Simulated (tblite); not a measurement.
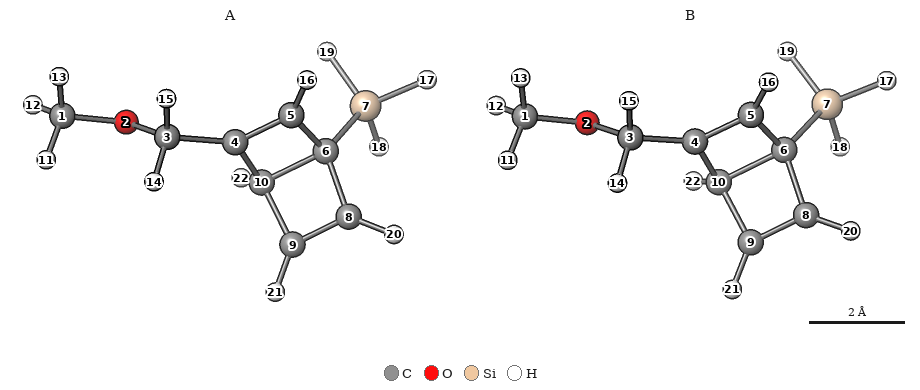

Two geometries of C$_{8}$H$_{12}$OSi, drawn at one scale. One is the start of a relaxation, the other its converged end. A ball-and-stick model, seen from a free direction.

Theory: GFN2-xTB geometry optimisation, gas phase in tblite 0.8.0. 

Which geometry has the lower energy?

Structure B is the relaxed one. The energy falls by 0.234 eV in 43 geometry steps. The atom that moves furthest after the best rigid fit is H22 (0.18 Å). By element the largest moves are H 0.18 Å, C 0.08 Å, Si 0.06 Å, O 0.03 Å. Near-neighbour distances that change, for instance: C3–C4 1.557 → 1.486 Å, Si7–H18 1.497 → 1.464 Å, C1–O2 1.433 → 1.401 Å, Si7–H19 1.493 → 1.463 Å. Bond angles that change, for instance: C6–C10–H22 119.4° → 124.9°, C6–Si7–H19 112.8° → 108.5°, H18–Si7–H19 106.7° → 110.8°.
